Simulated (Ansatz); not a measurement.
**BH3Cl− (SMILES [BH3-]Cl): B3LYP/STO-3G**

What is the energy change on altering one bond length of BH3Cl− at B3LYP/STO-3G? 

The results are computed with Ansatz 0.2.0.

3 further runs of the same task are left out: 3 that didn't finish.

### Step 1. The molecule

The species is BH3Cl− (5 atoms), meant as a singlet with charge -1. As SMILES, `[BH3-]Cl`. The shape is that of a GFN2-xTB optimisation.

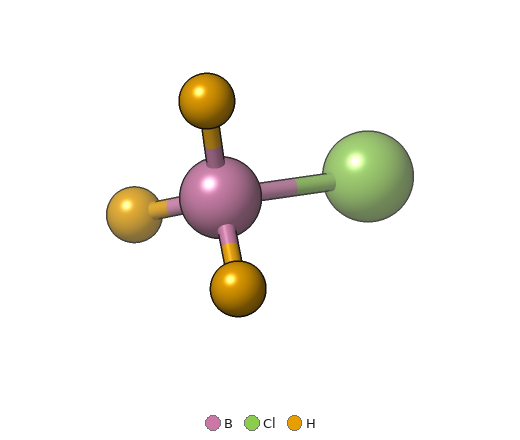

Viewed from a chosen angle; boron pink, chlorine green, hydrogen amber.

### Step 2. The energy at B3LYP/STO-3G

Contents of job.yaml:

```yaml
crystal:
  periodic: [false, false, false]
  atoms:
    - {symbol: B, position_ang: [0.082390, -0.047870, 0.135930]}
    - {symbol: Cl, position_ang: [-0.845860, 0.496450, -1.396970]}
    - {symbol: H, position_ang: [1.223080, -0.254620, -0.203070]}
    - {symbol: H, position_ang: [-0.460100, -1.051350, 0.532730]}
    - {symbol: H, position_ang: [0.000500, 0.857390, 0.931390]}
basis:
  gaussian: {orbitals: STO-3G}
total_charge: -1
hamiltonian: {xc: {name: B3LYP}}
accuracy: high
```

Launch:

```console
$ ansatz run job.yaml --threads 1 --pin off --max-ram 2610MiB --events-out events.jsonl --progress --plain --runs-dir runs
```

Output:

```text
Warning: RAYON_NUM_THREADS=1 ignored (pool sized by the plan → 1); use --threads N
Functional definition: B3LYP
  name "B3LYP"
  parameter a0 = 0.2
  parameter ax = 0.72
  parameter ac = 0.81
  exchange = (1 - a0 - ax)*slater_x + ax*b88_x + a0*exact_x
  correlation = (1 - ac)*vwn_rpa_c + ac*lyp_c
282 factors; integrals over basis functions are off by at most 6.2e-9 eV
mean field evaluation 1: about -13102.3488 eV, gradient 1.1e1 eV
mean field evaluation 2: about -13102.6284 eV, gradient 7.8e0 eV
mean field evaluation 4: about -13102.8307 eV, gradient 4.5e-2 eV
mean field evaluation 8: about -13102.8043 eV, gradient 3.2e-4 eV
mean field -13102.80428154 eV, -481.5191759468 hartree, gradient 2.8e-9 eV, S^2 0.000000; 0 other end points of the search recorded, 0 dependent functions left out
reference -13102.80430606 eV, -481.5191768480 hartree; 13, 13 occupied and 4, 4 virtual orbitals, 282 factors
Total energy: -13102.80430606 eV, -481.5191768480 hartree
```

It took 0.91 s on 1 thread of Arm Neoverse V1, shared host; peak memory 0.091 GiB.

### Step 3. The distorted shape, same level

Contents of run.yaml:

```yaml
crystal:
  periodic: [false, false, false]
  atoms:
    - symbol: B
      position_ang: [0.102860, -0.274154, -0.062907]
    - symbol: Cl
      position_ang: [-0.825390, 0.270166, -1.595807]
    - symbol: H
      position_ang: [1.243550, -0.480904, -0.401907]
    - symbol: H
      position_ang: [-0.439630, -1.277634, 0.333893]
    - symbol: H
      position_ang: [0.000500, 0.857390, 0.931390]
basis:
  gaussian:
    orbitals: STO-3G
total_charge: -1
hamiltonian:
  xc: {name: B3LYP}
accuracy: high
```

Launch:

```console
$ ansatz run run.yaml --threads 1 --pin off --max-ram 2610MiB --events-out events.jsonl --progress --plain --runs-dir runs
```

Output (excerpt; [...] marks lines left out):

```text
Warning: RAYON_NUM_THREADS=1 ignored (pool sized by the plan → 1); use --threads N
[... 7 set-up lines as earlier in the session ...]
281 factors; integrals over basis functions are off by at most 9.8e-9 eV
mean field evaluation 1: about -13101.0756 eV, gradient 1.4e1 eV
mean field evaluation 2: about -13101.2967 eV, gradient 1.3e1 eV
mean field evaluation 4: about -13101.9030 eV, gradient 6.0e-2 eV
mean field evaluation 8: about -13101.8610 eV, gradient 8.1e-4 eV
mean field -13101.86095327 eV, -481.4845092722 hartree, gradient 7.8e-9 eV, S^2 0.000000; 0 other end points of the search recorded, 0 dependent functions left out
reference -13101.86097812 eV, -481.4845101856 hartree; 13, 13 occupied and 4, 4 virtual orbitals, 281 factors
Total energy: -13101.86097812 eV, -481.4845101856 hartree
```

It took 0.91 s on 1 thread of Arm Neoverse V1, shared host; peak memory 0.09 GiB.

### Step 4. Results

Level: B3LYP/STO-3G.

| quantity | value |
| --- | --- |
| first shape: total energy | -481.51918 Eh |
| distorted shape: total energy | -481.48451 Eh |
| energy change with the B1–H5 bond stretched from 1.208 to 1.510 Å | 0.943 eV |

With the B1–H5 bond stretched from 1.208 to 1.510 Å the energy rises by 0.94 eV (91.0 kJ/mol). The first shape isn't relaxed at this level, so the change isn't measured from a minimum. The minimal basis adds a large error of its own.
